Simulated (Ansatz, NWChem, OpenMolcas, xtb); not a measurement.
SnH2Cl2 (SMILES [Cl][SnH2][Cl]): the electronic atomisation energy, rung by rung

The species is SnH2Cl2 (5 atoms), meant as a singlet with charge 0. As SMILES, `[Cl][SnH2][Cl]`. The shape is that of a PBE0-D4/def2-TZVP optimisation.

Each level gives the electronic atomisation energy (eV). The values are calculated. Electronic energies at fixed atoms, without zero-point motion or spin-orbit coupling.

```tsv
level	kind	program	value (eV)	CPU time (all runs)
GFN1-xTB	semi-empirical	xtb	17.60	under 2 s
HF/def2-SVPD (core potential)	Hartree–Fock	OpenMolcas	8.84	16 s
SVWN5/def2-SVPD (core potential)	LDA	NWChem	14.11	26 s
PBE/def2-SVPD (core potential)	GGA	OpenMolcas	12.20	39 s
r2SCAN/def2-SVPD (core potential)	meta-GGA	OpenMolcas	12.38	58 s
PBE0/def2-SVPD (core potential)	global hybrid	OpenMolcas	12.12	33 s
CAM-B3LYP/def2-SVPD (core potential)	range-separated hybrid	Ansatz	12.03	14 s
MP2/def2-SVPD (core potential)	perturbation theory	Ansatz	11.84	4.4 s
CCSD/def2-SVPD (core potential)	coupled cluster or CI	Ansatz	11.53	21 s
```

Correlated wave functions underbind in double-zeta sets. The values span 8.84 to 17.60 eV. GFN1-xTB: no spin polarisation, so open shells miss the exchange term that lowers them. In the correlated wave-function rows the outer d shell of Sn is correlated, in sets not made for it. In so small a basis fixed costs decide the times, and correlated methods can beat functionals. Times are those of the runs behind each value, whatever else they computed, on shared processors of several kinds: orders of magnitude only.

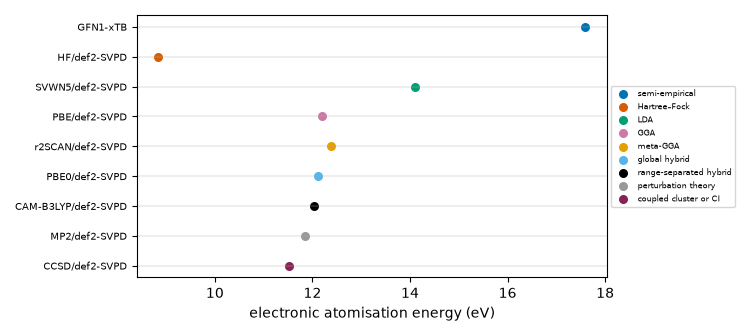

The values of the table, level by level.
